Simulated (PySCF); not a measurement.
## Electronic structure of C5H15PSi in real space

Input

```
{"job": {"kind": "nmr", "xc": "PBE0", "basis": "pcSseg-1"}, "charge": 0, "multiplicity": 1}
C      3.341543    -0.201430     0.331106
Si     1.714260    -0.651210    -0.539705
P      0.021063    -0.151798     0.850316
C      0.327996     1.671516     1.009729
C     -1.399656    -0.101124    -0.380697
C     -2.646767     0.469915     0.289240
C     -1.679709    -1.507064    -0.899028
H      3.487988     0.872883     0.389172
H      3.357966    -0.593565     1.343817
H      4.189169    -0.620080    -0.200665
H      1.665378     0.031989    -1.845347
H      1.689205    -2.098282    -0.786076
H      0.305413     2.168976     0.041224
H     -0.425981     2.111594     1.660348
H      1.301176     1.818350     1.473121
H     -1.113557     0.546097    -1.219946
H     -2.893502    -0.109887     1.177204
H     -2.497594     1.505817     0.586196
H     -3.493882     0.430884    -0.394763
H     -0.814564    -1.911340    -1.420448
H     -1.922689    -2.169218    -0.069853
H     -2.523668    -1.493639    -1.587805
```

Run with:

```sh
OMP_NUM_THREADS=1 python probes_run.py task.json out
```

Geometry: GFN2-xTB.

All numbers below come from PySCF 2.14.0, PBE0/pcSseg-1, SCF density, gas phase, non-relativistic.

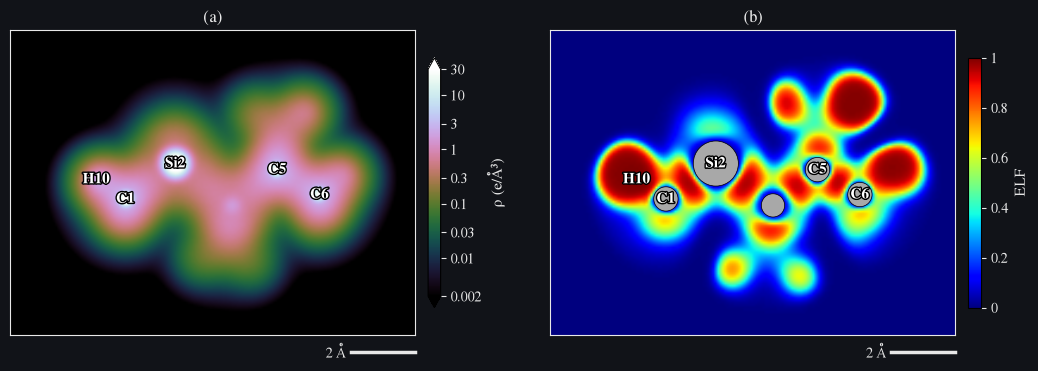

Figure 1. (a) electron density; (b) ELF on the plane of atoms Si2, C1 and H10. Grey discs cover the atomic cores in the ELF map.

> Describe what can be read from this map.

The section cuts through C, Si and H sites. C–C (1.53 Å): ρ at the midpoint is about 1.6 e/Å³; the ELF peaks at about 0.95 between the atoms, as expected for a shared electron pair. C–Si (1.90 Å): the density is about 0.91 e/Å³ at the midpoint; the ELF peaks at about 0.95 between the atoms, as expected for a shared electron pair. C–H (1.08 Å): ρ is about 1.9 e/Å³ halfway; the ELF climbs to about 1 towards the hydrogen, as it does in any bond to H; a covalent bond by its length.

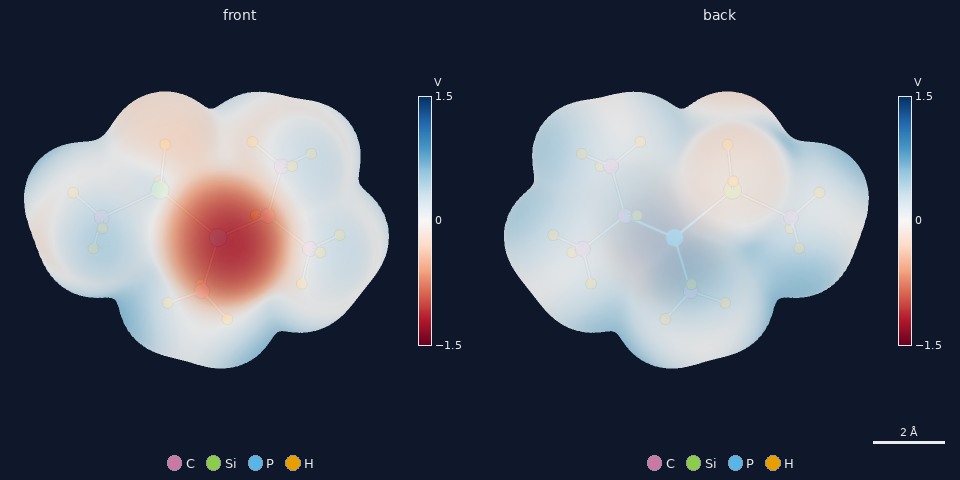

Figure 2. The electrostatic potential painted on the density surface at 0.001 e/bohr³, seen from the front and from behind; red is negative and blue positive.

> Which sites attract a positive test charge, and which a negative one?

A positive charge is drawn to the negative regions and a negative charge to the positive ones. The most negative region (about −1.1 V, or −25 kcal/mol for a unit charge) lies over P3, the most positive (about +0.6 V, or +14 kcal/mol for a unit charge) over H8, H14 and H15.

> What dipole moment does the calculation give?

Its dipole moment is 1.18 D.
